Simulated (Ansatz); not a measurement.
```tsv
atom	x (Å)	y (Å)	z (Å)
B	0.3114	0.2175	-0.0255
C	0.6754	-0.0378	1.4729
H	-0.1808	-0.2158	2.1409
H	1.2769	-0.9701	1.4632
H	1.3399	0.7267	1.9042
H	1.1686	0.6883	-0.7510
C	-1.0890	-0.0940	-0.6450
H	-1.7319	-0.7543	-0.0433
H	-1.5987	0.8906	-0.6961
H	-1.0478	-0.4511	-1.6856
```

All numbers below come from Ansatz, RKS PBE0-D4/def2-SVP.

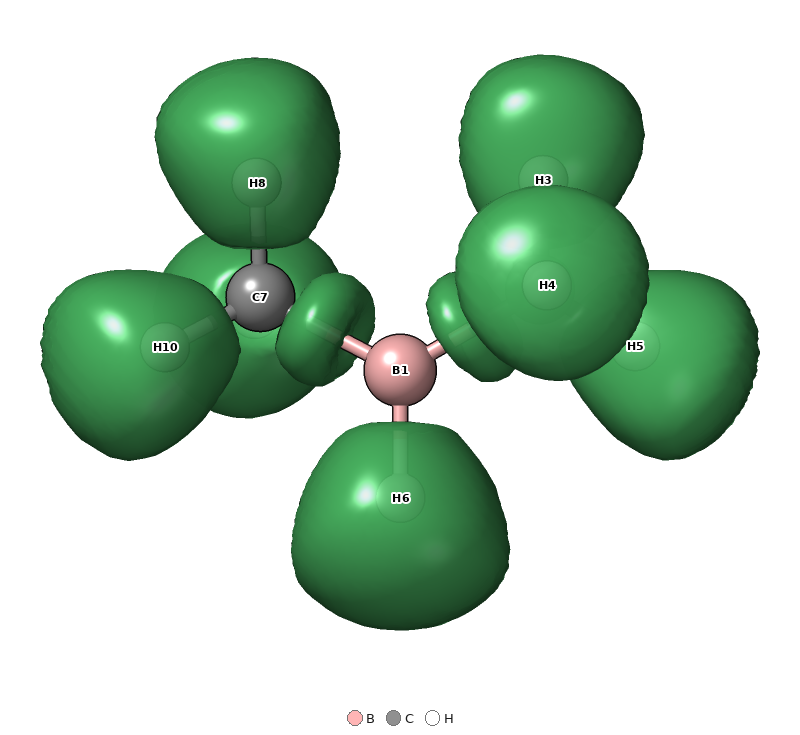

C2H7B. Isosurface of the electron localisation function at 0.8 (green), seen at a tilt. Only the valence region is drawn (cores and ρ < 0.01 e/Å³ removed).

Identify the bonds, lone pairs and shells in this picture.

The ELF exceeds this value in two regions between bonded B–C atoms (shared pairs) and seven regions around hydrogen nuclei. Along the contacts the grid gives the following. C–B (1.56 Å): the ELF peaks at about 1 between the atoms, as expected for a covalent bond. C–H (1.10 Å): the ELF climbs to about 1 towards the hydrogen, as it does in any bond to H (a covalent bond by its length).
